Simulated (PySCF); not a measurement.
SMILES OB(O)CO[SiH3], GFN2-xTB optimised geometry. Atoms within 1.6 Å of the plane z = 0.8 Å (x, y, z in Å): O1 (1.27, 0.07, -0.01), B2 (0.65, -1.13, 0.00), O3 (1.28, -2.32, 0.01), C4 (-0.95, -1.13, 0.00), O5 (-1.55, 0.14, 0.00), Si6 (-0.95, 1.63, -0.03), H7 (2.23, 0.12, -0.01), H8 (2.24, -2.32, 0.01), H10 (-1.32, -1.67, 0.88), H11 (-0.17, 2.00, 1.15), H12 (-2.24, 2.32, -0.04).

Calculation: CAM-B3LYP/def2-TZVP (PySCF).

Map of the electrostatic potential (hartree/e), clipped to [-0.08, 0.12] on the plane z = 0.8 Å:

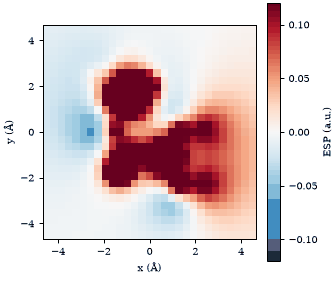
Figure. Electrostatic potential (hartree/e), clipped to [-0.08, 0.12] on the plane z = 0.8 Å.
